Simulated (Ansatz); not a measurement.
**NS (SMILES [N]=S): UBLYP/cc-pVTZ**

What is the electronic atomisation energy of NS at UBLYP/cc-pVTZ? 

The calculation is run with Ansatz 0.2.0.

34 further runs of the same task are left out: 34 set aside as unsound or not needed.

## 1. The molecule

NS: 2 atoms, total charge 0, spin state doublet. As SMILES, `[N]=S`. Geometry: relaxed at PBE0-D4/def2-TZVP.

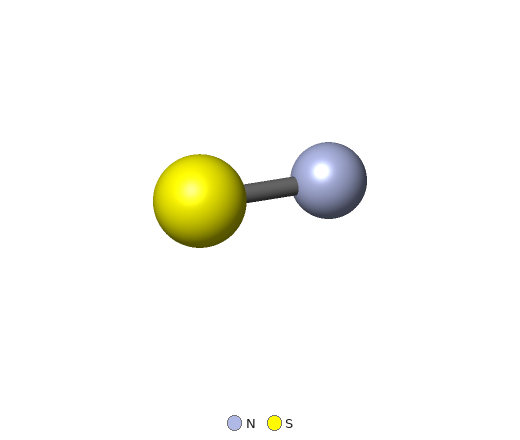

The structure, seen from a chosen angle (nitrogen light blue, sulfur yellow).

## 2. The energy at UBLYP/cc-pVTZ

Input file job.yaml:

```yaml
crystal:
  periodic: [false, false, false]
  atoms:
    - {symbol: N, position_ang: [-0.000000, -0.000000, -0.011220]}
    - {symbol: S, position_ang: [0.000000, 0.000000, 1.474400]}
basis:
  gaussian:
    orbitals: cc-pVTZ
magnetization:
  spin_polarized: true
  initial_magnetization: 1
accuracy: high
output:
  orbitals: {seedname: orbitals}
hamiltonian:
  xc: {name: BLYP}
```

Command:

```
$ ansatz run job.yaml --threads 1 --pin off --max-ram 3480MiB --events-out events.jsonl --progress --plain --runs-dir runs
```

Output:

```text
Warning: RAYON_NUM_THREADS=1 ignored (pool sized by the plan → 1); use --threads N
Functional definition: BLYP
  name "BLYP"
  parameter beta = 0.0042
  parameter a = 0.04918
  parameter b = 0.132
  parameter c = 0.2533
  parameter d = 0.349
  exchange = b88_x(beta = beta)
  correlation = lyp_c(a = a, b = b, c = c, d = d)
899 factors; integrals over basis functions are off by at most 3.8e-9 eV
mean field evaluation 1: about -12312.7165 eV, gradient 5.2e1 eV
mean field evaluation 2: about -12238.1416 eV, gradient 1.1e2 eV
mean field evaluation 4: about -12323.7827 eV, gradient 7.5e0 eV
mean field evaluation 8: about -12324.0810 eV, gradient 6.8e-2 eV
mean field evaluation 16: about -12324.0810 eV, gradient 1.4e-5 eV
mean field evaluation 32: about -12324.0810 eV, gradient 2.2e-7 eV
mean field -12324.08100614 eV, -452.9016234133 hartree, gradient 4.2e-8 eV, S^2 0.753305; 3 other end points of the search recorded, 0 dependent functions left out
reference -12324.08103831 eV, -452.9016245956 hartree; 12, 11 occupied and 52, 53 virtual orbitals, 899 factors
Total energy: -12324.08103831 eV, -452.9016245956 hartree
```

It took 3.6 s on 1 thread of Arm Neoverse V1, shared host; peak memory 0.13 GiB.

## 3. The N atom, same level

Input file molecule.yaml:

```yaml
crystal:
  periodic: [false, false, false]
  atoms:
    - {symbol: N, position_ang: [0.000000, 0.000000, 0.000000]}
basis:
  gaussian: {orbitals: cc-pVTZ}
magnetization: {spin_polarized: true, initial_magnetization: 3}
hamiltonian: {xc: {name: BLYP}}
accuracy: high
```

Run the same way, it converges to -54.58694 Eh (log not shown).

## 4. The S atom, same level

Input file input.yaml:

```yaml
crystal:
  periodic: [false, false, false]
  atoms:
    - {symbol: S, position_ang: [0.000000, 0.000000, 0.000000]}
basis:
  gaussian:
    orbitals: cc-pVTZ
magnetization:
  spin_polarized: true
  initial_magnetization: 2
hamiltonian:
  xc: {name: BLYP}
accuracy: high
```

Command:

```
$ ansatz run input.yaml --threads 1 --pin off --max-ram 3480MiB --events-out events.jsonl --progress --plain --runs-dir runs
```

Output, cut to the lines that bear on the results:

```text
Warning: RAYON_NUM_THREADS=1 ignored (pool sized by the plan → 1); use --threads N
[... 9 set-up lines as earlier in the session ...]
334 factors; integrals over basis functions are off by at most 2.5e-9 eV
mean field evaluation 1: about -10833.2794 eV, gradient 5.1e0 eV
mean field evaluation 2: about -10833.3806 eV, gradient 3.6e0 eV
mean field evaluation 4: about -10833.4465 eV, gradient 6.3e-2 eV
mean field evaluation 8: about -10833.4459 eV, gradient 1.1e-3 eV
mean field evaluation 16: about -10833.2227 eV, gradient 5.8e0 eV
mean field evaluation 32: about -10833.4459 eV, gradient 8.9e-9 eV
mean field -10833.44594153 eV, -398.1217951778 hartree, gradient 9.1e-9 eV, S^2 2.003001; 2 other end points of the search recorded, 0 dependent functions left out
reference -10833.44597083 eV, -398.1217962544 hartree; 9, 7 occupied and 25, 27 virtual orbitals, 334 factors
Total energy: -10833.44597083 eV, -398.1217962544 hartree
```

Run time: 1.7 s. Hardware: 1 thread of Arm Neoverse V1, shared host.

## 5. Outcome

At UBLYP/cc-pVTZ:

| quantity | value |
| --- | --- |
| molecule: total energy | -452.90162 Eh |
| molecule: HOMO energy (highest over α and β) | -4.59 eV |
| molecule: LUMO energy (lowest over α and β) | -4.37 eV |
| molecule: ⟨S²⟩ | 0.753 |
| N atom: total energy | -54.58694 Eh |
| N atom: ⟨S²⟩ | 3.752 |
| S atom: total energy | -398.12180 Eh |
| S atom: ⟨S²⟩ | 2.003 |
| electronic atomisation energy | 5.249 eV |

Taking the molecule apart into free atoms costs 5.25 eV (121 kcal/mol), before zero-point energy and without spin-orbit coupling.
